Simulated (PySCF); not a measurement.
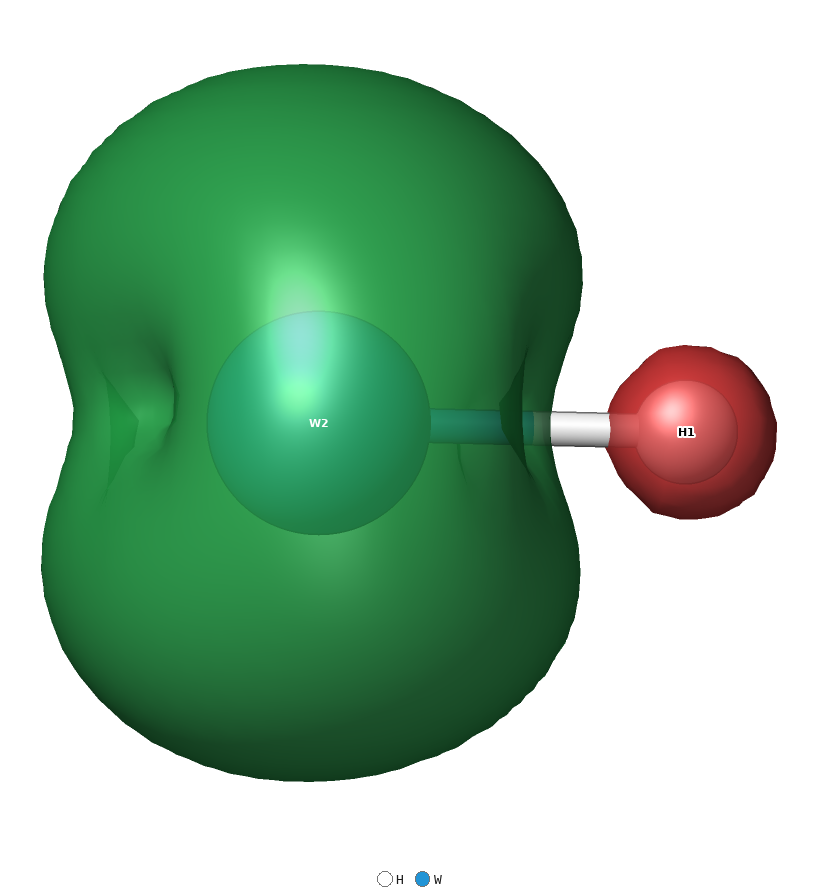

*WH (charge +1, quintet). Isosurfaces of the spin density (α minus β) at +0.06 (green) and −0.06 e/Å³ (red), seen from one side.*

Core potentials replace the inner electrons of W.

Level of theory: PySCF, PBE0/def2-TZVPPD, non-relativistic Hamiltonian with scalar-relativistic core potentials where named, at a bond length of 1.695 Å.

Q: Where is the unpaired spin?

A: The unpaired spin (4 electrons) lies mostly on W2 (about 4.0), in electrons by Hirshfeld's partition.
